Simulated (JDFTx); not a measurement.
Zn(0001) slab cut from bulk Zn (space group P6_3/mmc, indices of the conventional cell, lattice of the Materials Project entry mp-79, not re-optimised): 4 atoms in 4 planes, a 1x1 cell of 5.92 Å² (|a| = 2.614, |b| = 2.614 Å), 7.4 Å between the outermost planes, cell height 23.3 Å, 10×10×1 k mesh, Fermi smearing 0.01 Ha, no spin polarisation.

Level of theory: PBE, GBRV ultrasoft potentials, plane waves to 20/100 Ha; code: a modified build of JDFTx. Liquid on both sides: linear PCM (GLSSA13), water, 1 M NaF; nuclei fixed, outer atoms relaxed in vacuum. SHE scale: U = −μ/e − 4.44 V, by convention. Both faces are the same ideal termination; reconstructions, overlayers and chemisorbed solvent are outside this model. Convergence in thickness and k mesh wasn't tested for this slab.

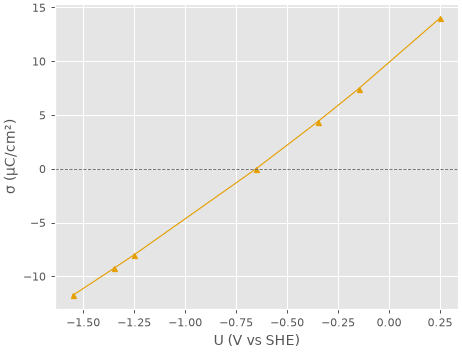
Figure: Surface charge density of Zn(0001) against potential

Read off the potential of zero charge and the mean capacitance σ/(U − U_pzc) at the computed points next to it.

U_pzc ≈ -0.7 V. At -1.25 V it is about 13 μF/cm². At -0.35 V it is about 14 μF/cm².
